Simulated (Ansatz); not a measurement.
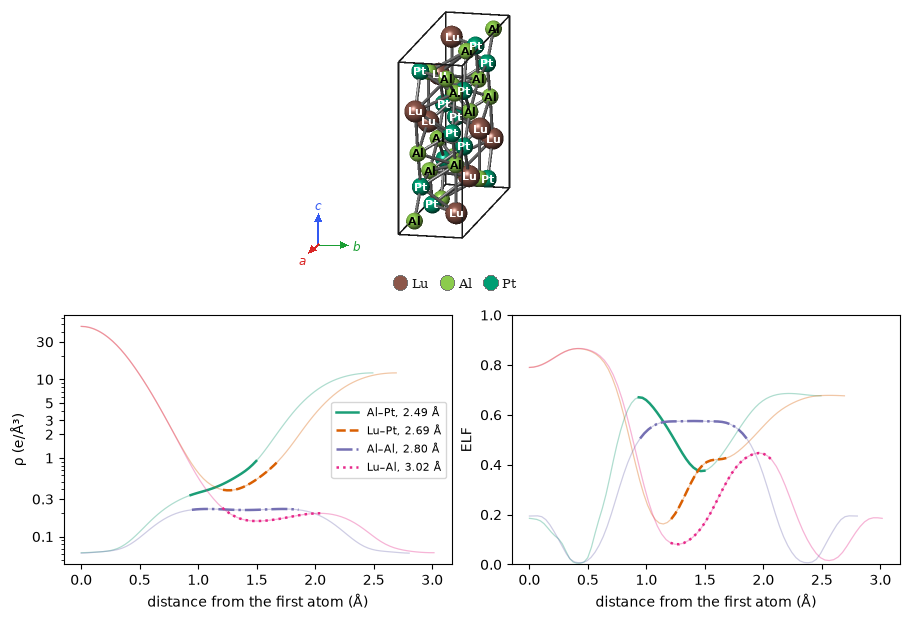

Lu₂Al₄Pt₃. Valence pseudo-density and ELF along straight lines between neighbouring atoms. Thin, pale parts lie inside the atomic spheres. The structure is drawn too.

Space group Pnma; a generated structure, not necessarily the stable one.

Computed with Ansatz, DFT PBE+D3(BJ), scalar-relativistic, plane waves, PAW.

Core electrons are frozen (PAW), and the valence fields are smoothed inside the atomic spheres.

Question: What can be read from the curves?

Answer: Al–Pt (2.49 Å): the density is about 0.5 e/Å³ at the midpoint; the ELF is about 0.50 at the midpoint.
Lu–Pt (2.69 Å): ρ at the midpoint is about 0.41 e/Å³; the ELF is about 0.30 at the midpoint; no shared electron pair shows on this line.
Al–Al (2.80 Å): ρ at the midpoint is about 0.22 e/Å³; the ELF reaches about 0.60 near the midpoint.
Lu–Al (3.02 Å): ρ at the midpoint is about 0.16 e/Å³; the ELF is about 0.15 at the midpoint: no shared electron pair shows on this line.
